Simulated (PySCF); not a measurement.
System: C₄H₇BO₂, SMILES C=C=C(C)B(O)O.

Vertical TDDFT excitations, PBE0/def2-SVPD, PySCF 2.14.0, at a GFN2-xTB geometry (no frequency check), gas phase.

### What does its absorption spectrum look like?

The lowest singlet lies at 5.58 eV (222 nm, f = 0.000); the brightest of the first 6 is S3 at 6.41 eV (193 nm), f = 0.207, mainly HOMO → LUMO (88 %). No singlet lies below 3.1 eV (beyond 400 nm), so at this level no vertical transition falls in the visible.


```
state  E (eV)  λ (nm)      f          main character
   S1    5.58     222  0.000    HOMO−1 → LUMO (91 %)
   S2    5.91     210  0.000    HOMO → LUMO+1 (56 %)
   S3    6.41     193  0.207      HOMO → LUMO (88 %)
   S4    6.57     189  0.001    HOMO → LUMO+2 (60 %)
   S5    6.75     184  0.068  HOMO−1 → LUMO+1 (86 %)
   S6    7.43     167  0.001    HOMO → LUMO+3 (95 %)
```

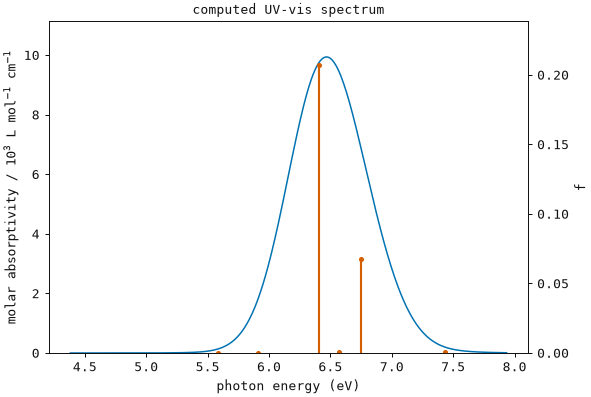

Only the first 6 singlet excitations are included; each is broadened by a Gaussian of 1/e half-width 0.40 eV. Sticks give oscillator strengths (right axis).

Caveats: states above the negative HOMO energy depend on the basis; the tight-binding geometry is rougher than a DFT one and adds to the error; one conformer of a flexible molecule; core orbitals are frozen in the response.
